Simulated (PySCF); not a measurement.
**C2H9GaO: core binding energies at several levels of theory**

Aim: compute the core binding energies of C2H9GaO (`C[O+](C)[GaH3-]`) at several levels, and see how far they spread and what each costs.

Computed with PySCF 2.14.0, with density-fitted response routines of our own, on a single molecule in the gas phase. Atoms are numbered from 0 throughout.

### 1 The molecule as given

13 atoms, charge 0, multiplicity 1; geometry from: PBE0-D3(BJ)/def2-SVP.

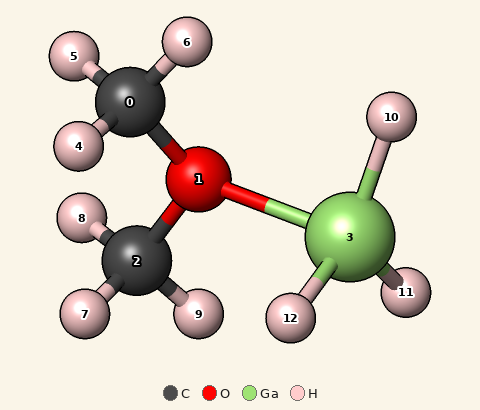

As it starts; carbon dark grey, oxygen red, gallium green, hydrogen pink, atoms numbered.

### 2 Core holes by ΔSCF: SCAN, X2C

What the job is given:

```
{"job": {"kind": "xps"}, "charge": 0, "multiplicity": 1}
C      0.341720     2.213852    -0.482895
O      0.450371     0.847218    -0.822013
C     -0.707013     0.088467    -0.538403
Ga     2.333471    -0.100336    -0.461777
H      0.193825     2.340635     0.603638
H     -0.502838     2.670220    -1.024907
H      1.277465     2.700690    -0.783488
H     -0.926803     0.094440     0.543166
H     -1.568365     0.494782    -1.093142
H     -0.511336    -0.940107    -0.865661
H      3.232222     1.040493    -1.081446
H      2.046087    -1.410827    -1.294240
H      2.208418    -0.177419     1.115842
```

Level: delta-SCF UKS SCAN, pcX-2 on the ionised atom, pcseg-1 elsewhere, spin-free X2C.

Started as:

```bash
> OMP_NUM_THREADS=1 python probes_run.py task.json out
```

The driver reads the jobs from task.json and runs them one after another.

The log of the run:

```text
ground state, core basis on atom 0 (C), 145 functions
  cycle   1  E = -2096.47484228  |g| = 4.18e-01
  cycle   2  E = -2096.43181555  |g| = 6.37e-01
  cycle   3  E = -2096.51012263  |g| = 1.19e-01
  cycle   4  E = -2096.51279389  |g| = 2.84e-02
  cycle   5  E = -2096.51297654  |g| = 8.28e-03
  cycle   6  E = -2096.51299279  |g| = 1.40e-03
  cycle   7  E = -2096.51299496  |g| = 5.04e-04
  cycle   8  E = -2096.51299279  |g| = 1.53e-04
  E(ground) = -2096.77552230 Eh
hole in C 1s of atom 0
  cycle   1  E = -2085.19638969  |g| = 1.50e+00
  cycle   2  E = -2082.40764778  |g| = 2.48e+00
  cycle   3  E = -2085.42372209  |g| = 8.31e-01
  cycle   4  E = -2085.66194039  |g| = 4.68e-01
  cycle   5  E = -2085.73895560  |g| = 1.33e-01
  cycle   6  E = -2085.74520852  |g| = 2.66e-02
  cycle   7  E = -2085.74559645  |g| = 7.01e-03
  cycle   8  E = -2085.74563496  |g| = 2.66e-03
  cycle   9  E = -2085.74564271  |g| = 1.40e-03
  cycle  10  E = -2085.74564611  |g| = 4.35e-04
  E(ion) = -2086.00697457 Eh   <S^2> = 0.7727   hole on atom = 1.000   binding energy = 293.027 eV
ground state, core basis on atom 1 (O), 145 functions
  cycle   1  E = -2096.53999486  |g| = 9.70e-02
  cycle   2  E = -2096.53941783  |g| = 6.71e-02
  cycle   3  E = -2096.53963909  |g| = 5.91e-02
  cycle   4  E = -2096.54024267  |g| = 5.69e-03
  cycle   5  E = -2096.54025385  |g| = 4.48e-04
  E(ground) = -2096.80125281 Eh
hole in O 1s of atom 1
  cycle   1  E = -2075.87144974  |g| = 2.23e+00
  cycle   2  E = -2074.66718499  |g| = 2.48e+00
  cycle   3  E = -2076.55266500  |g| = 5.90e-01
  cycle   4  E = -2076.68270072  |g| = 1.75e-01
  cycle   5  E = -2076.69725801  |g| = 6.78e-02
  cycle   6  E = -2076.69916476  |g| = 9.48e-03
  cycle   7  E = -2076.69921920  |g| = 3.25e-03
  cycle   8  E = -2076.69922845  |g| = 1.02e-03
  cycle   9  E = -2076.69922774  |g| = 4.14e-04
  E(ion) = -2076.96004361 Eh   <S^2> = 0.7625   hole on atom = 1.000   binding energy = 539.907 eV
```

Wall time 14 s (1 thread of Arm Neoverse V1, shared host); peak memory 0.5 GiB.

Binding energies by hole, beside the orbital energy of the ground state; the difference holds orbital relaxation and, for a density functional, its self-interaction error:

| hole | stands for | environment | ΔSCF (eV) | −ε (eV) | ⟨S²⟩ |
| --- | --- | --- | --- | --- | --- |
| C1s on C0 | C0, C2 | methyl carbon bonded to O | 293.03 | 275.6 | 0.773 |
| O1s on O1 | O1 | donor oxygen of a Lewis adduct | 539.91 | 518.4 | 0.762 |

Each hole run stands for the others of its class of like atoms.

### 3 X-ray photoelectron lines: B3LYP, X2C

Same as in step 2 but for these lines:

```diff
@@ -1,2 +1,2 @@
-{"job": {"kind": "xps"}, "charge": 0, "multiplicity": 1}
+{"job": {"kind": "xps", "xc": "B3LYP"}, "charge": 0, "multiplicity": 1}
 C      0.341720     2.213852    -0.482895
```

Level: delta-SCF UKS B3LYP, pcX-2 on the ionised atom, pcseg-1 elsewhere, spin-free X2C.

The log of the run:

```text
ground state, core basis on atom 0 (C), 145 functions
  cycle   1  E = -2096.68814381  |g| = 4.16e-01
  cycle   2  E = -2096.65255250  |g| = 6.15e-01
  cycle   3  E = -2096.72211489  |g| = 7.90e-02
  cycle   4  E = -2096.72332835  |g| = 1.40e-02
  cycle   5  E = -2096.72336737  |g| = 5.64e-03
  cycle   6  E = -2096.72337287  |g| = 8.27e-04
  cycle   7  E = -2096.72337452  |g| = 1.51e-04
  E(ground) = -2096.72654291 Eh
hole in C 1s of atom 0
  cycle   1  E = -2085.40817080  |g| = 1.50e+00
  cycle   2  E = -2082.94878289  |g| = 2.38e+00
  cycle   3  E = -2085.67461145  |g| = 7.79e-01
  cycle   4  E = -2085.89107077  |g| = 3.95e-01
  cycle   5  E = -2085.94772714  |g| = 1.01e-01
  cycle   6  E = -2085.95151820  |g| = 1.58e-02
  cycle   7  E = -2085.95165619  |g| = 2.85e-03
  cycle   8  E = -2085.95166430  |g| = 1.11e-03
  cycle   9  E = -2085.95166529  |g| = 5.07e-04
  cycle  10  E = -2085.95166641  |g| = 2.51e-04
  E(ion) = -2085.95475277 Eh   <S^2> = 0.7612   hole on atom = 1.000   binding energy = 293.115 eV
ground state, core basis on atom 1 (O), 145 functions
  cycle   1  E = -2096.74955379  |g| = 6.87e-02
  cycle   2  E = -2096.74928143  |g| = 4.94e-02
  cycle   3  E = -2096.74949443  |g| = 3.49e-02
  cycle   4  E = -2096.74969218  |g| = 1.39e-03
  cycle   5  E = -2096.74969328  |g| = 2.43e-04
  E(ground) = -2096.75253962 Eh
hole in O 1s of atom 1
  cycle   1  E = -2076.09502185  |g| = 2.24e+00
  cycle   2  E = -2075.60572358  |g| = 2.26e+00
  cycle   3  E = -2076.87930145  |g| = 3.54e-01
  cycle   4  E = -2076.91539217  |g| = 7.27e-02
  cycle   5  E = -2076.91721911  |g| = 1.40e-02
  cycle   6  E = -2076.91731240  |g| = 3.17e-03
  cycle   7  E = -2076.91731693  |g| = 8.42e-04
  cycle   8  E = -2076.91731864  |g| = 2.90e-04
  E(ion) = -2076.92003371 Eh   <S^2> = 0.7573   hole on atom = 1.000   binding energy = 539.670 eV
```

Run time: 16 s. Hardware: 1 thread of Arm Neoverse V1, shared host; peak memory 0.6 GiB.

The holes in one table. −ε is the ground-state orbital energy:

| hole | stands for | environment | ΔSCF (eV) | −ε (eV) | ⟨S²⟩ |
| --- | --- | --- | --- | --- | --- |
| C1s on C0 | C0, C2 | methyl carbon bonded to O | 293.12 | 279.0 | 0.761 |
| O1s on O1 | O1 | donor oxygen of a Lewis adduct | 539.67 | 522.6 | 0.757 |

Each hole run stands for the others of its class of like atoms.

### 4 Core holes by ΔSCF: PBE0, X2C

Same as in step 3 but for these lines:

```diff
@@ -1,2 +1,2 @@
-{"job": {"kind": "xps", "xc": "B3LYP"}, "charge": 0, "multiplicity": 1}
+{"job": {"kind": "xps", "xc": "PBE0"}, "charge": 0, "multiplicity": 1}
 C      0.341720     2.213852    -0.482895
```

With the program's defaults for keys left out, this is: delta-SCF UKS PBE0, pcX-2 on the ionised atom, pcseg-1 elsewhere, spin-free X2C.

The log of the run:

```text
ground state, core basis on atom 0 (C), 145 functions
  cycle   1  E = -2096.18630871  |g| = 3.60e-01
  cycle   2  E = -2096.16993447  |g| = 4.82e-01
  cycle   3  E = -2096.21226829  |g| = 6.60e-02
  cycle   4  E = -2096.21310146  |g| = 8.94e-03
  cycle   5  E = -2096.21311588  |g| = 3.34e-03
  cycle   6  E = -2096.21311828  |g| = 7.24e-04
  cycle   7  E = -2096.21311887  |g| = 1.03e-04
  E(ground) = -2096.21618939 Eh
hole in C 1s of atom 0
  cycle   1  E = -2084.92106514  |g| = 1.50e+00
  cycle   2  E = -2082.69774739  |g| = 2.25e+00
  cycle   3  E = -2085.20082602  |g| = 7.54e-01
  cycle   4  E = -2085.41273094  |g| = 3.56e-01
  cycle   5  E = -2085.45977681  |g| = 9.73e-02
  cycle   6  E = -2085.46340274  |g| = 1.41e-02
  cycle   7  E = -2085.46351093  |g| = 2.98e-03
  cycle   8  E = -2085.46351783  |g| = 1.25e-03
  cycle   9  E = -2085.46352001  |g| = 5.59e-04
  cycle  10  E = -2085.46352096  |g| = 2.31e-04
  E(ion) = -2085.46651938 Eh   <S^2> = 0.7647   hole on atom = 1.000   binding energy = 292.513 eV
ground state, core basis on atom 1 (O), 145 functions
  cycle   1  E = -2096.24020545  |g| = 9.14e-02
  cycle   2  E = -2096.24001948  |g| = 4.39e-02
  cycle   3  E = -2096.24002698  |g| = 4.39e-02
  cycle   4  E = -2096.24034924  |g| = 1.53e-03
  cycle   5  E = -2096.24034736  |g| = 2.62e-04
  E(ground) = -2096.24311049 Eh
hole in O 1s of atom 1
  cycle   1  E = -2075.59853253  |g| = 2.24e+00
  cycle   2  E = -2075.23494380  |g| = 2.15e+00
  cycle   3  E = -2076.38949796  |g| = 3.35e-01
  cycle   4  E = -2076.42208144  |g| = 6.54e-02
  cycle   5  E = -2076.42354643  |g| = 1.24e-02
  cycle   6  E = -2076.42361562  |g| = 2.87e-03
  cycle   7  E = -2076.42362220  |g| = 8.59e-04
  cycle   8  E = -2076.42362106  |g| = 3.01e-04
  E(ion) = -2076.42623225 Eh   <S^2> = 0.7587   hole on atom = 1.000   binding energy = 539.245 eV
```

It took 16 s on 1 thread of Arm Neoverse V1, shared host; peak memory 0.57 GiB.

Binding energies by hole, beside the orbital energy of the ground state; the difference holds orbital relaxation and, for a density functional, its self-interaction error:

| hole | stands for | environment | ΔSCF (eV) | −ε (eV) | ⟨S²⟩ |
| --- | --- | --- | --- | --- | --- |
| C1s on C0 | C0, C2 | methyl carbon bonded to O | 292.51 | 280.3 | 0.765 |
| O1s on O1 | O1 | donor oxygen of a Lewis adduct | 539.24 | 524.9 | 0.759 |

Each hole run stands for the others of its class of like atoms.

### 5 X-ray photoelectron lines: PBE, X2C

Same as in step 4 but for these lines:

```diff
@@ -1,2 +1,2 @@
-{"job": {"kind": "xps", "xc": "PBE0"}, "charge": 0, "multiplicity": 1}
+{"job": {"kind": "xps", "xc": "PBE"}, "charge": 0, "multiplicity": 1}
 C      0.341720     2.213852    -0.482895
```

With the program's defaults for keys left out, this is: delta-SCF UKS PBE, pcX-2 on the ionised atom, pcseg-1 elsewhere, spin-free X2C.

The log of the run:

```text
ground state, core basis on atom 0 (C), 145 functions
  cycle   1  E = -2096.11442948  |g| = 4.70e-01
  cycle   2  E = -2096.01778189  |g| = 8.51e-01
  cycle   3  E = -2096.16040226  |g| = 1.45e-01
  cycle   4  E = -2096.16458300  |g| = 3.70e-02
  cycle   5  E = -2096.16489217  |g| = 9.87e-03
  cycle   6  E = -2096.16491306  |g| = 1.83e-03
  cycle   7  E = -2096.16491477  |g| = 3.85e-04
  E(ground) = -2096.16904068 Eh
hole in C 1s of atom 0
  cycle   1  E = -2084.88675244  |g| = 1.51e+00
  cycle   2  E = -2081.15413701  |g| = 2.84e+00
  cycle   3  E = -2085.09277146  |g| = 8.47e-01
  cycle   4  E = -2085.30042725  |g| = 5.96e-01
  cycle   5  E = -2085.42039087  |g| = 1.59e-01
  cycle   6  E = -2085.43108759  |g| = 2.98e-02
  cycle   7  E = -2085.43158324  |g| = 5.79e-03
  cycle   8  E = -2085.43160344  |g| = 1.35e-03
  cycle   9  E = -2085.43160497  |g| = 4.37e-04
  E(ion) = -2085.43563508 Eh   <S^2> = 0.7619   hole on atom = 1.000   binding energy = 292.071 eV
ground state, core basis on atom 1 (O), 145 functions
  cycle   1  E = -2096.19118074  |g| = 1.15e-01
  cycle   2  E = -2096.19042469  |g| = 7.46e-02
  cycle   3  E = -2096.19016355  |g| = 8.48e-02
  cycle   4  E = -2096.19138561  |g| = 2.64e-03
  cycle   5  E = -2096.19138815  |g| = 6.36e-04
  cycle   6  E = -2096.19138813  |g| = 1.29e-04
  E(ground) = -2096.19509784 Eh
hole in O 1s of atom 1
  cycle   1  E = -2075.55819707  |g| = 2.26e+00
  cycle   2  E = -2069.91837972  |g| = 3.41e+00
  cycle   3  E = -2075.48128414  |g| = 1.24e+00
  cycle   4  E = -2076.33846759  |g| = 3.34e-01
  cycle   5  E = -2076.36630369  |g| = 2.20e-01
  cycle   6  E = -2076.38400544  |g| = 1.75e-02
  cycle   7  E = -2076.38414045  |g| = 3.65e-03
  cycle   8  E = -2076.38414567  |g| = 1.35e-03
  cycle   9  E = -2076.38414692  |g| = 2.27e-04
  E(ion) = -2076.38766772 Eh   <S^2> = 0.7570   hole on atom = 1.000   binding energy = 538.988 eV
```

It took 8.7 s on 1 thread of Arm Neoverse V1, shared host; peak memory 0.47 GiB.

The holes in one table. −ε is the ground-state orbital energy:

| hole | stands for | environment | ΔSCF (eV) | −ε (eV) | ⟨S²⟩ |
| --- | --- | --- | --- | --- | --- |
| C1s on C0 | C0, C2 | methyl carbon bonded to O | 292.07 | 271.0 | 0.762 |
| O1s on O1 | O1 | donor oxygen of a Lewis adduct | 538.99 | 512.5 | 0.757 |

Each hole run stands for the others of its class of like atoms.

[end of part 1 of 2]
